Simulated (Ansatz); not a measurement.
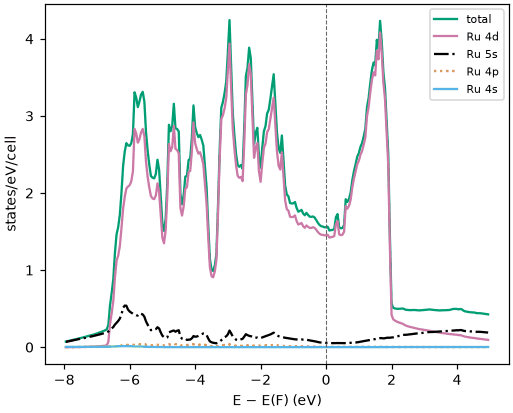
Figure. Total and projected density of states of Ru (hcp (Mg type), P6_3/mmc), r²SCAN in the plane-wave PAW code Ansatz

### Question
Which orbitals carry the states next to the Fermi level?

### Answer
Within 0.5 eV of the Fermi level: Ru 4d 93 %. Projections are on Löwdin-orthogonalised atomic valence shells; empty p or d shells of many metals are not among them.

### Question
Where is the tallest occupied peak in this window, and what makes it?

### Answer
Near -2.9 eV, about 4.2 states/eV per cell; the largest projected share is Ru 4d.

The cell was relaxed with r²SCAN under the symmetry of its start; of distortions, only those at the zone centre were tested. The run is not spin-polarised. Spin–orbit coupling is left out wherever it is not named.

Potentials: the earlier of the program's two PAW sets.
